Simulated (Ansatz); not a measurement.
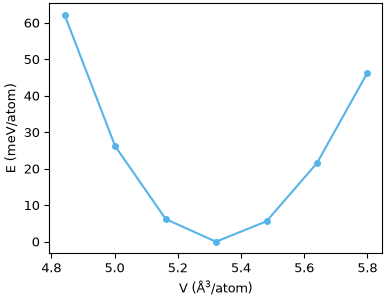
BN (rock salt, space group No. 225) under volume change, DFT-r²SCAN in the program Ansatz with PAW potentials, scaled uniformly.

**Question.** What does a third-order Birch–Murnaghan fit give for V₀, B₀ and B′?

**Answer.** V₀ = 5.32 Å³/atom, B₀ = 396 GPa, B′ = 3.9.

Space group Fm-3m (rock salt). The cell is a constructed one: a structure type filled with these elements; neither database checked (COD, Materials Project) lists it. It is not the phase usual at ambient conditions (space group No. 186, 194, 216). The r²SCAN relaxation kept the symmetry of its start. At this level the phase is dynamically unstable (imaginary phonons).

Potentials: the later of the program's two PAW sets.
